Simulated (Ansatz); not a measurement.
# [SiH3]+ (SMILES [SiH3+]): PBE/3-21G

What is the energy change on altering one bond length of [SiH3]+ at PBE/3-21G? 

Program for the calculation: Ansatz 0.2.0.

2 further runs of the same task are left out: 2 that didn't finish.

## (1) The system as given

[SiH3]+ has 4 atoms, charge +1, and is taken as a singlet. As SMILES, `[SiH3+]`. Geometry: relaxed at PBE0-D4/def2-TZVP.

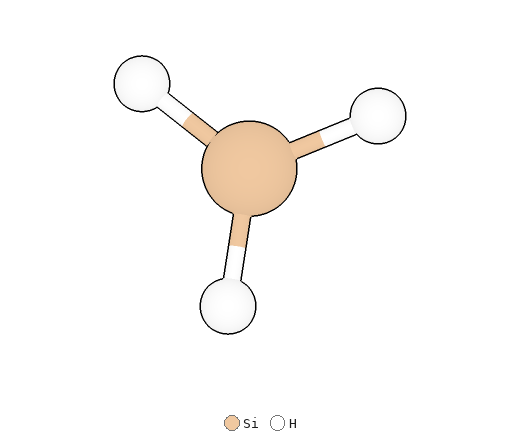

Viewed from a chosen angle; silicon light orange, hydrogen white.

## (2) A single-point energy at PBE/3-21G

Input file molecule.yaml:

```yaml
crystal:
  periodic: [false, false, false]
  atoms:
    - {symbol: Si, position_ang: [-0.000000, -0.000000, 0.000000]}
    - {symbol: H, position_ang: [0.686900, 0.675400, 1.113000]}
    - {symbol: H, position_ang: [-0.118400, -1.467200, -0.009900]}
    - {symbol: H, position_ang: [-0.568500, 0.791700, -1.103100]}
basis:
  gaussian: {orbitals: 3-21G.json}
total_charge: 1
hamiltonian: {xc: pbe}
accuracy: high
```

The basis set 3-21G is read from a file made from the Basis Set Exchange's data (not shown).

Started as:

```
ansatz run molecule.yaml --threads 1 --pin off --max-ram 2610MiB --events-out events.jsonl --progress --plain --runs-dir runs
```

Standard output:

```text
Warning: RAYON_NUM_THREADS=1 ignored (pool sized by the plan → 1); use --threads N
Functional definition: PBE
  name "PBE"
  parameter kappa = 0.804
  parameter beta = 0.06672455060314922
  exchange = pbe_x(kappa = kappa, mu = beta*pi^2/3)
  correlation = pbe_c(beta = beta)
377 factors; integrals over basis functions are off by at most 3.3e-9 eV
mean field evaluation 1: about -7869.5897 eV, gradient 8.9e0 eV
mean field evaluation 2: about -7869.9071 eV, gradient 2.2e0 eV
mean field evaluation 4: about -7869.9241 eV, gradient 3.2e-1 eV
mean field evaluation 8: about -7869.9042 eV, gradient 5.3e-4 eV
mean field -7869.90422480 eV, -289.2136458487 hartree, gradient 1.9e-8 eV, S^2 0.000000; 0 other end points of the search recorded, 0 dependent functions left out
reference -7869.90422722 eV, -289.2136459377 hartree; 8, 8 occupied and 11, 11 virtual orbitals, 377 factors
Total energy: -7869.90422722 eV, -289.2136459377 hartree
```

Run time: 0.62 s. Hardware: 1 thread of Arm Neoverse V1, shared host.

## (3) The distorted shape, same level

Input file input.yaml:

```yaml
basis:
  gaussian:
    orbitals: 3-21G.json
crystal:
  periodic: [false, false, false]
  atoms:
    - {symbol: Si, position_ang: [0.029600, 0.366796, 0.002475]}
    - {symbol: H, position_ang: [0.716500, 1.042196, 1.115475]}
    - {symbol: H, position_ang: [-0.118400, -1.467200, -0.009900]}
    - {symbol: H, position_ang: [-0.538900, 1.158496, -1.100625]}
total_charge: 1
hamiltonian:
  xc: pbe
accuracy: high
```

The basis set 3-21G is read from a file made from the Basis Set Exchange's data (not shown).

Started as:

```
ansatz run input.yaml --threads 1 --pin off --max-ram 2610MiB --events-out events.jsonl --progress --plain --runs-dir runs
```

Standard output, shortened:

```text
Warning: RAYON_NUM_THREADS=1 ignored (pool sized by the plan → 1); use --threads N
[... 6 set-up lines as earlier in the session ...]
376 factors; integrals over basis functions are off by at most 3.4e-9 eV
mean field evaluation 1: about -7868.9370 eV, gradient 8.7e0 eV
mean field evaluation 2: about -7869.0815 eV, gradient 6.0e0 eV
mean field evaluation 4: about -7869.2744 eV, gradient 1.7e-1 eV
mean field evaluation 8: about -7869.2571 eV, gradient 1.9e-3 eV
mean field evaluation 16: about -7869.2571 eV, gradient 9.0e-9 eV
mean field -7869.25707657 eV, -289.1898635899 hartree, gradient 9.0e-9 eV, S^2 0.000000; 0 other end points of the search recorded, 0 dependent functions left out
reference -7869.25707897 eV, -289.1898636781 hartree; 8, 8 occupied and 11, 11 virtual orbitals, 376 factors
Total energy: -7869.25707897 eV, -289.1898636781 hartree
```

It took 0.62 s on 1 thread of Arm Neoverse V1, shared host.

## (4) Summary of results

At PBE/3-21G:

| quantity | value |
| --- | --- |
| first shape: total energy | -289.21365 Eh |
| distorted shape: total energy | -289.18986 Eh |
| energy change with the Si1–H3 bond stretched from 1.472 to 1.840 Å | 0.647 eV |

**Reading.** With the Si1–H3 bond stretched from 1.472 to 1.840 Å the energy rises by 0.65 eV (62.4 kJ/mol). The first shape isn't relaxed at this level, so the change isn't measured from a minimum.
